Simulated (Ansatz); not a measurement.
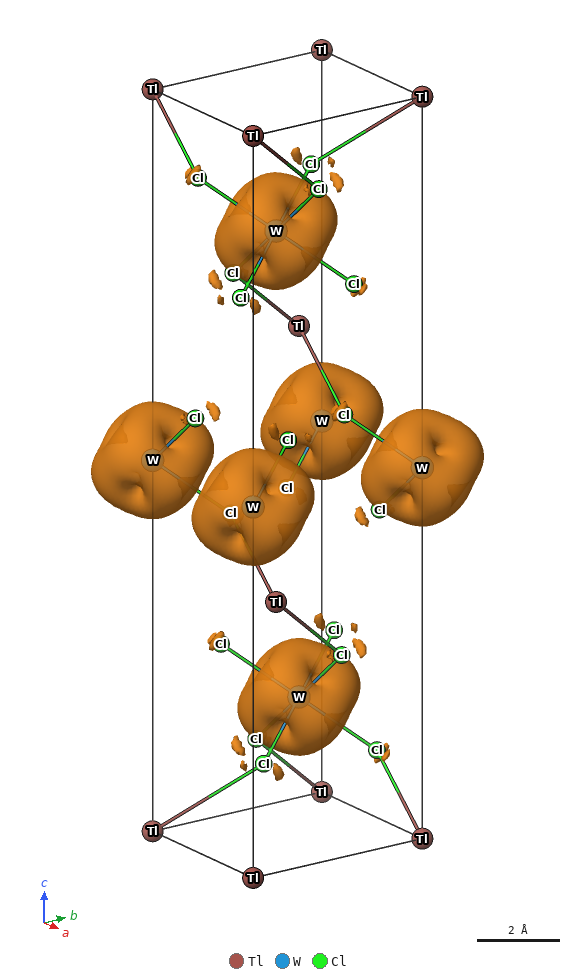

*TlWCl6. Isosurface of the magnetisation density (up minus down) at +0.015 e/Å³ (orange), seen slightly off an axis. Sticks mark near contacts.*

Space group R-3; a structure generated by program, which may or may not match a known phase; changed on purpose from its base cell (volume × 0.94, shape and atoms relaxed); spin-polarised.

Level of theory: DFT PBE, scalar-relativistic, plane waves, PAW (Ansatz).

Core electrons are frozen (PAW), and the valence fields are smoothed inside the atomic spheres.

```yaml
crystal:
  lattice:
    - [-3.34343, 5.79099, 0.00000]
    - [6.68686, 0.00000, 0.00000]
    - [0.00000, 0.00000, -18.51288]
  atoms:
    - { symbol: Tl, position: [0.33333, 0.66667, 0.66667] }
    - { symbol: Tl, position: [0.66667, 0.33333, 0.33333] }
    - { symbol: Tl, position: [0.00000, 0.00000, 0.00000] }
    - { symbol: W, position: [0.66667, 0.33333, 0.83333] }
    - { symbol: W, position: [0.00000, 0.00000, 0.50000] }
    - { symbol: W, position: [0.33333, 0.66667, 0.16667] }
    - { symbol: Cl, position: [0.60031, 0.58084, 0.90603] }
    - { symbol: Cl, position: [0.93364, 0.24750, 0.57269] }
    - { symbol: Cl, position: [0.26697, 0.91417, 0.23936] }
    - { symbol: Cl, position: [0.73303, 0.08583, 0.76064] }
    - { symbol: Cl, position: [0.06636, 0.75250, 0.42731] }
    - { symbol: Cl, position: [0.39969, 0.41916, 0.09397] }
    - { symbol: Cl, position: [0.98053, 0.39969, 0.90603] }
    - { symbol: Cl, position: [0.31386, 0.06636, 0.57269] }
    - { symbol: Cl, position: [0.64720, 0.73303, 0.23936] }
    - { symbol: Cl, position: [0.35280, 0.26697, 0.76064] }
    - { symbol: Cl, position: [0.68614, 0.93364, 0.42731] }
    - { symbol: Cl, position: [0.01947, 0.60031, 0.09397] }
    - { symbol: Cl, position: [0.41916, 0.01947, 0.90603] }
    - { symbol: Cl, position: [0.75250, 0.68614, 0.57269] }
    - { symbol: Cl, position: [0.08583, 0.35280, 0.23936] }
    - { symbol: Cl, position: [0.91417, 0.64720, 0.76064] }
    - { symbol: Cl, position: [0.24750, 0.31386, 0.42731] }
    - { symbol: Cl, position: [0.58084, 0.98053, 0.09397] }
```

**Describe the spin distribution.**

The spin density sits on W: +0.6 μB (×3) in one cell of 24 atoms: parallel main moments, as they must be, since the calculation's own cell holds one magnetic site. The cell of the calculation (8 atoms) carries 1.0 μB of net spin moment.
